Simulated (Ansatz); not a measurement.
Formation energy of the bound charge states of Al interstitial in alpha quartz (start: void with 6O2Si nearest; 72-site cell, 2×2×2 Γ-centred sampling) against the Fermi level, Si-rich (Δμ(Al) = -1.20 eV, bounded by corundum; only phases computed here count, gases as isolated molecules at 0 K). Level of theory: PBE, PAW (plane waves to 420 eV; Ansatz, a quantum-chemistry and plane-wave program).

Cell and caveats: 72-site cell; 2×2×2 Γ-centred k-points; host gap 5.68 eV; charged states image-corrected; corrections pass 1 eV, so highly charged states may be off by several tenths; flagged in the runs: a doubtful potential alignment, a host whose relaxation on this sampling wasn't shown to rest, a strain field that reaches the edge of the cell.

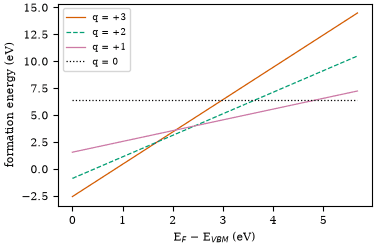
Figure. Formation energy of each charge state against the Fermi level

Crossings of the lowest lines: (+3/+2) at 1.69 eV; (+2/+1) at 2.43 eV; (+1/0) at 4.82 eV. At the valence-band maximum: q = +3: -2.57 eV; q = +2: -0.88 eV; q = +1: 1.56 eV; q = 0: 6.38 eV.
